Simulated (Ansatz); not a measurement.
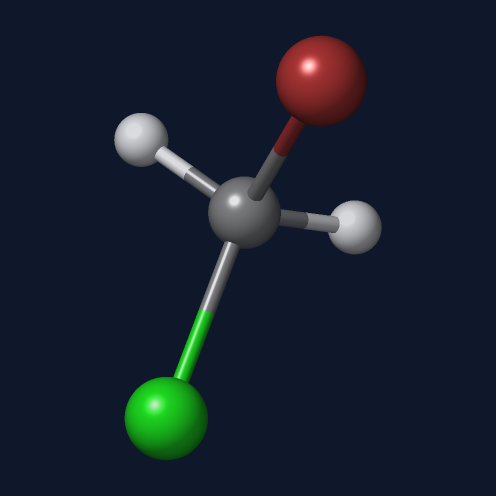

Ball-and-stick drawing of a structure. Colours: chlorine green, carbon grey, bromine brown, hydrogen white.

**Give the formula.**

CH2BrCl, 5 atoms: 1 carbon, 2 hydrogen, 1 bromine and 1 chlorine.

**Which point group does it belong to?**

Cs.

**Name some functional groups or characteristic bonds that it holds.**

Among them: C–Cl bond, C–Br bond.

More results for the same structure follow; atom numbers are the same in all pictures, views and colours differ. Computed geometry: PBE0-D4/def2-TZVP optimisation.

Geometry

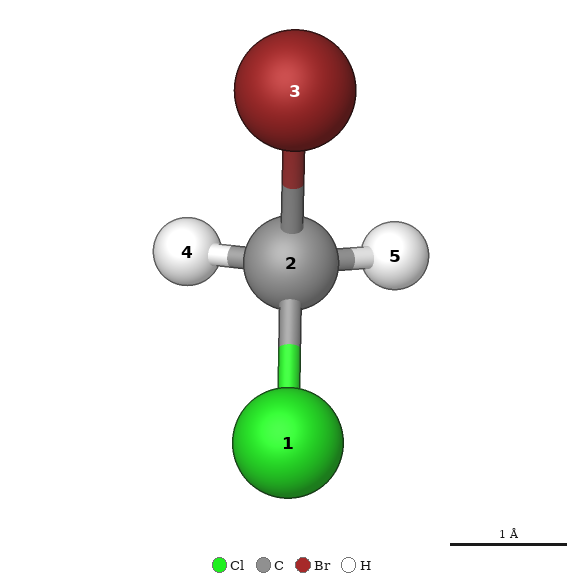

The atoms are numbered.

**What is the geometry at C2?**

C2 has 4 neighbours (Cl1 at 1.76, Br3 at 1.93, H4 at 1.08, H5 at 1.08 Å); the arrangement is tetrahedral.

Vibrations

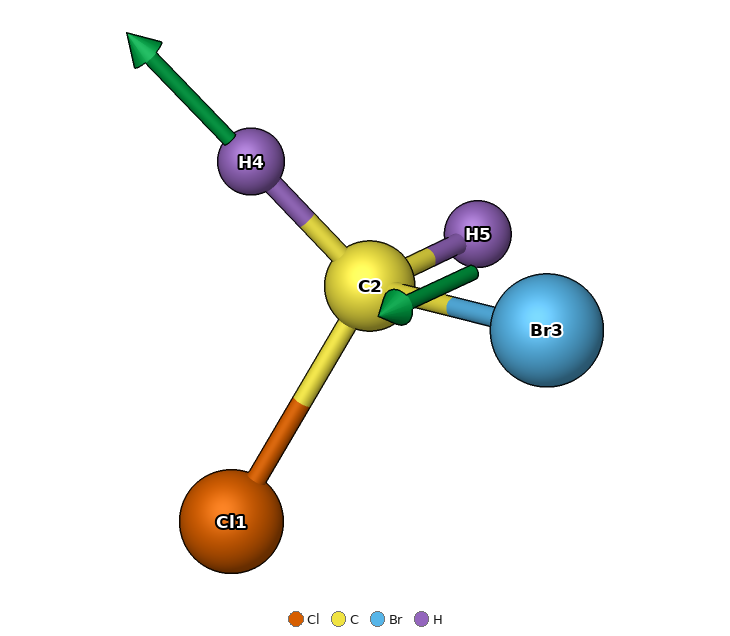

The arrows show one normal mode. Harmonic vibrations computed with RKS PBE0-D4/def2-TZVP (Ansatz 0.2.0) at a stationary point of the same level.

**What kind of motion is it?**

Mostly out-of-phase stretching of 2 C–H bonds.

**Estimate its harmonic wavenumber.**

3220 cm⁻¹; it is mode 9 of 9 counted from the lowest.

Dipole moment

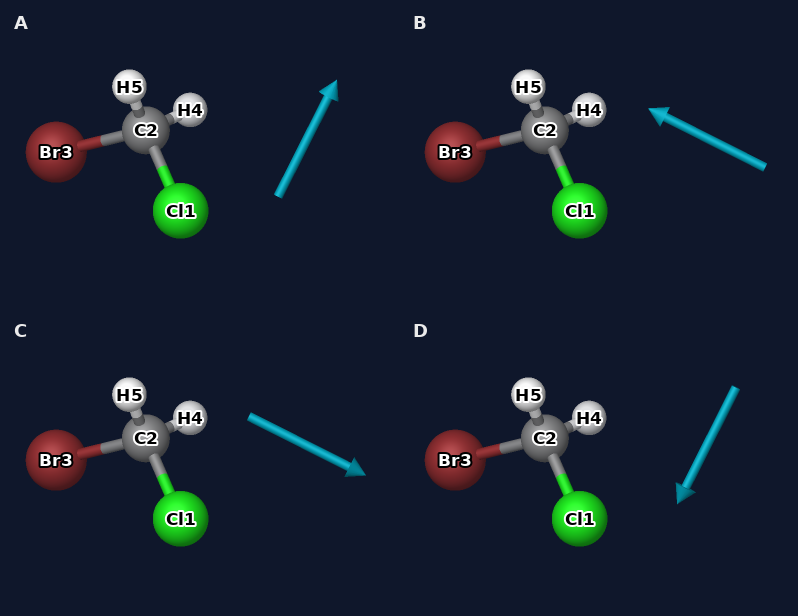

The same molecule four times, each with an arrow. Method: RKS ωB97M-V/def2-TZVPP (Ansatz 0.2.0).

**Which arrow points along the dipole moment, from the negative to the positive end?**

A. The dipole moment is 1.57 D; it points from the side of Br3 to the side of H4, H5 (the outermost atoms at the two ends).

Thermal motion

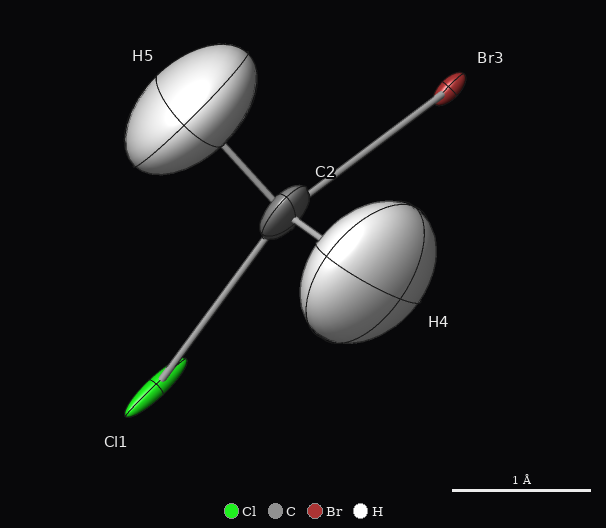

Displacement ellipsoids at the 50 % level, enlarged 3 times, from the internal vibrations of the free molecule (harmonic, no overall translation or rotation; no half-axis is drawn under 0.075 Å). Vibrations computed with RKS PBE0-D4/def2-TZVP (Ansatz 0.2.0). Temperature: 600 K.

**Which atom has the largest mean-square displacement?**

H4, H5, with U_eq = 0.0131 Å².

**Does H5 move more along its bond or across it?**

Across it: the root-mean-square amplitude is 0.081 Å along the bond and up to 0.134 Å across, since bending and torsion are softer than stretching.

Give the displacement parameters, one line for each set of equivalent atoms.

```
  atom  U_eq (Å²)   rms amplitudes (Å)
   Cl1     0.0016  0.003, 0.012, 0.068
    C2     0.0025  0.024, 0.051, 0.066
   Br3    0.00038  0.001, 0.006, 0.033
H4, H5     0.0131  0.075, 0.126, 0.134
```

Charges

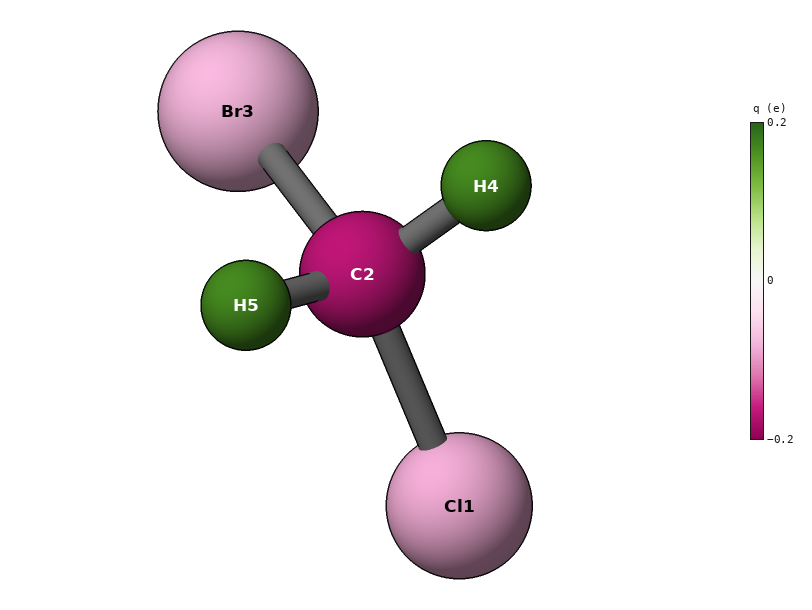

Atoms are coloured by their Mulliken charges. Properties computed with RKS PBE0-D4/def2-TZVP (Ansatz 0.2.0).

Give the Mulliken charges atom by atom.

```json
{"atom": "Cl1", "value (e)": "−0.09"}
{"atom": "C2", "value (e)": "−0.17"}
{"atom": "Br3", "value (e)": "−0.08"}
{"atom": "H4", "value (e)": "0.17"}
{"atom": "H5", "value (e)": "0.17"}
```

Mulliken values depend strongly on the basis set and can even reverse the polarity of a bond.
